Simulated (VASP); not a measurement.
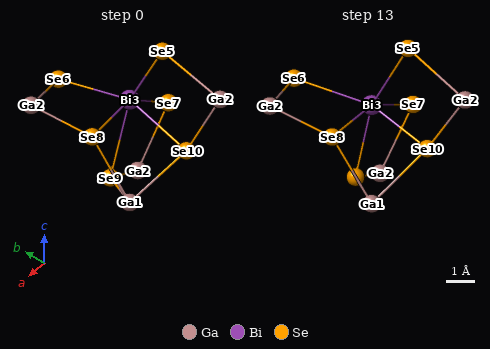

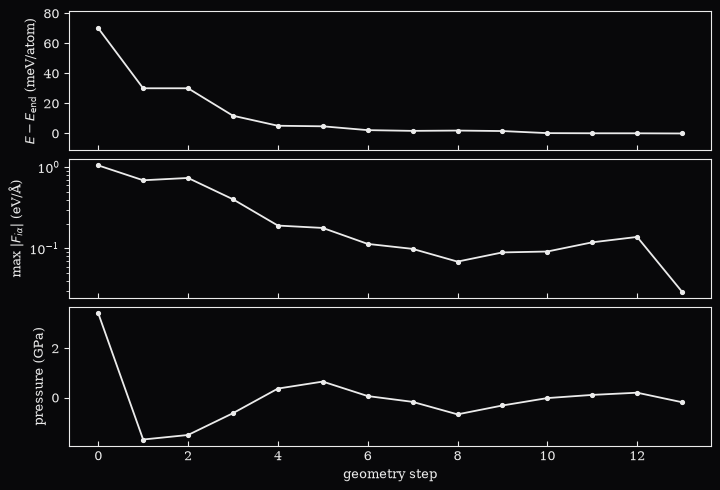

First and last geometry of a relaxation of solid GaBiSe$_{3}$ (a generated structure, set up in R3c), with the history of the run. A ball-and-stick model of the atoms within 4.2 Å of the atom that moves most (axes of the conventional cell (3 times the calculation's cell)), seen from a free direction. Lengths and directions refer to the drawn axes.

The run lets cell and atoms move.

Method: Kohn-Sham DFT of a periodic cell, PBE, VASP PAW PBE potentials, recommended (VASP).

The input:
```
PREC = Normal
ENCUT = 520
EDIFF = 1E-4
ISMEAR = 0
SIGMA = 0.15
LREAL = Auto
LASPH = True
NELM = 60
ALGO = Fast
ISIF = 3
LWAVE = False
LCHARG = False
GGA = PE
IBRION = 2
NSW = 24
EDIFFG = -0.08
```

Launched with:
```bash
cat potpaw_PBE.64/Ga_d/POTCAR potpaw_PBE.64/Bi_d/POTCAR potpaw_PBE.64/Se/POTCAR > POTCAR
mpirun -np 1 vasp_std > vasp.out
```

Q: Read the history and describe the run.

A: It converged. Over 13 geometry steps the energy falls by 70.2 meV per atom. Largest force component: 1.1 eV/Å at the start, 0.029 eV/Å at the end. Pressure: 3.43 GPa at the start and −0.18 GPa at the end. The largest moves relative to the cell, 0.18 Å, are those of Bi3 and Bi4. Bi3 goes along −c. Largest moves by element: Bi 0.18 Å, Se 0.16 Å, Ga 0.02 Å. The drawn cell changes as follows: a = b 6.900 → 7.129 Å (+3.3 %), c 18.600 → 18.554 Å (−0.2 %); the volume changes by +6.5 %. Some distances before and after: Bi3–Se5 2.746 → 3.048 Å, Bi3–Se10 3.058 → 2.867 Å, Ga1–Se10 2.832 → 2.875 Å, Ga2–Se10 2.532 → 2.543 Å. Bond angles that change, for instance: Se8–Bi3–Se9 73.1° → 78.1°, Se5–Bi3–Se9 151.5° → 156.3°, Se5–Ga2–Se8 166.3° → 162.4°. The space group stays R3c (No. 161). It ran on 1 thread of Intel(R) Xeon(R) Platinum 8488C (Sapphire Rapids), with other jobs on the host.
